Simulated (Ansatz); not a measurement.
```xyz
7

N    -0.5888    0.4920   -0.8892
Te   -1.7042   -2.0479    1.3464
Si   -0.3024   -0.2893    0.5358
H     0.0110    1.2347   -1.2246
H    -1.3558    0.2981   -1.5174
H     0.8861    0.1899    1.2594
H    -0.6677   -2.1031    2.6435
```

Geometry: PBE0-D4/def2-TZVP; core potentials replace the inner electrons of Te.

These are results of Ansatz, RKS PBE0-D4/def2-TZVPP, not measurements.

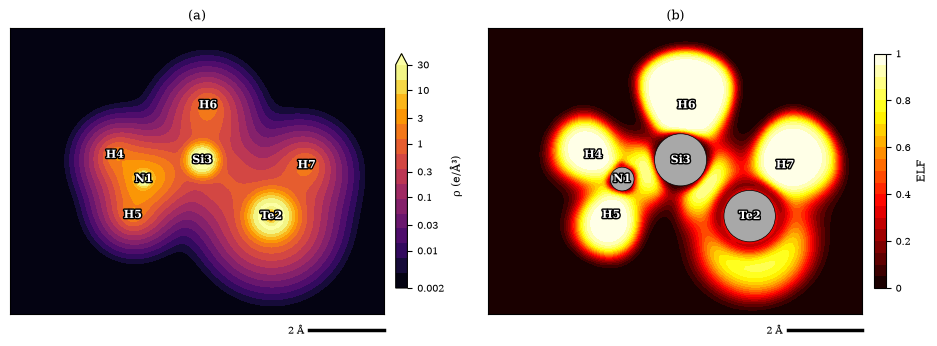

H4NSiTe (charge +1). (a) electron density; (b) electron localisation function on the molecular plane. Grey discs cover the atomic cores in the ELF map.

Read the bonding off the picture.

- Atoms in the plane: N, Te, Si and H.
- Si–N (1.65 Å): the density is about 1.3 e/Å³ at the midpoint; the ELF peaks at about 0.90 between the atoms; a polar covalent bond.
- Si–Te (2.39 Å): the density is about 0.67 e/Å³ at the midpoint; the ELF peaks at about 0.90 between the atoms, as expected for a covalent bond.
- N–H (1.01 Å): ρ is about 3 e/Å³ halfway; the ELF climbs to about 1 towards the hydrogen, as it does in any bond to H: a covalent bond by its length.
- Si–H (1.47 Å): the density is about 0.87 e/Å³ at the midpoint; the ELF climbs to about 1 towards the hydrogen.
- Te–H (1.66 Å): the density is about 1.3 e/Å³ at the midpoint; the ELF climbs to about 1 towards the hydrogen.
- The ELF also peaks beside Te2, away from the bonds: lone-pair regions.
